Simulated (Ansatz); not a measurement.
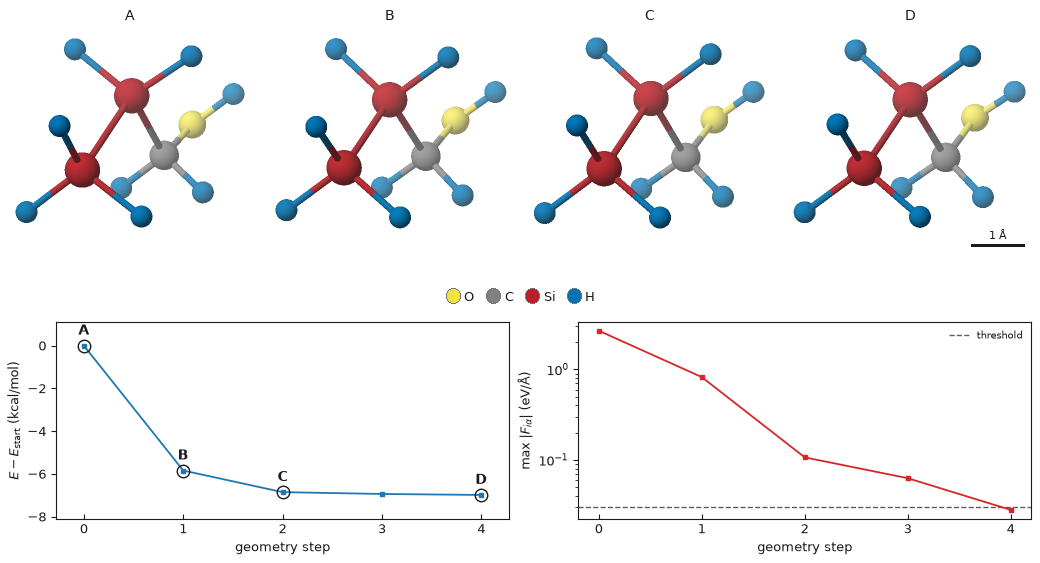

Frames of a relaxation of CH$_{8}$OSi$_{2}$ (coarse preliminary run), marked on the history of the run. The picture is a ball-and-stick view, seen from a free direction.

The start comes from a force field.

Computed with Ansatz, RKS PBE-D4/def2-SVP.

Input
```yaml
crystal:
  periodic: [false, false, false]
  atoms:
    - {symbol: O, position_ang: [-0.452000, 2.593600, 0.156000]}
    - {symbol: C, position_ang: [0.060800, 1.347400, 0.420100]}
    - {symbol: Si, position_ang: [-0.490500, -0.070800, -0.686900]}
    - {symbol: Si, position_ang: [0.727300, -1.949300, 0.038400]}
    - {symbol: H, position_ang: [-1.465700, 2.558700, 0.213300]}
    - {symbol: H, position_ang: [1.150700, 1.487400, 0.356200]}
    - {symbol: H, position_ang: [-0.141300, 1.122200, 1.470200]}
    - {symbol: H, position_ang: [-0.105200, 0.228700, -2.108100]}
    - {symbol: H, position_ang: [-1.929500, -0.238000, -0.518600]}
    - {symbol: H, position_ang: [0.266800, -3.143000, -0.746300]}
    - {symbol: H, position_ang: [0.312200, -2.232400, 1.487600]}
    - {symbol: H, position_ang: [2.143300, -1.759600, -0.047800]}
basis:
  gaussian: {orbitals: def2-SVP}
hamiltonian: {xc: pbe, dispersion: d4}
relax: {f_tol: 0.03, max_steps: 200}
```

Run as
```bash
ansatz run in.yaml --threads 4 --pin off --events-out ev --progress --plain --max-ram 10444MiB
```

> What happens along the run?

The atom that moves furthest after the best rigid fit is O1 (0.14 Å). By element the largest moves are O 0.14 Å, H 0.12 Å, Si 0.11 Å, C 0.10 Å. Near-neighbour distances that change, for instance: Si4–H12 1.431 → 1.507 Å, Si3–H9 1.458 → 1.510 Å, O1–C2 1.373 → 1.422 Å, C2–Si3 1.882 → 1.924 Å. Among the angles between lasting bonds that change: C2–Si3–Si4 105.6° → 111.3°, O1–C2–H7 107.6° → 113.1°, H8–Si3–H9 112.6° → 107.7°. Over 4 geometry steps the energy falls by 6.98 kcal/mol. Largest force component: 2.7 eV/Å at the start, 0.028 eV/Å at the end. The run took 6 s on 4 threads of Arm Neoverse V1, on a shared host. From step 0 to 1: H10 moves most (0.14 Å), energy −5.84 kcal/mol. From step 1 to 2: H9 moves most (0.08 Å), energy −1.01 kcal/mol. From step 2 to 4: H6 moves most (0.05 Å), energy −0.13 kcal/mol.

| step | E − E(0), kcal/mol | largest force component, eV/Å |
| --- | --- | --- |
| 0 | 0.00 | 2.6761 |
| 1 | -5.84 | 0.8233 |
| 2 | -6.85 | 0.1069 |
| 3 | -6.94 | 0.0629 |
| 4 | -6.98 | 0.0281 |
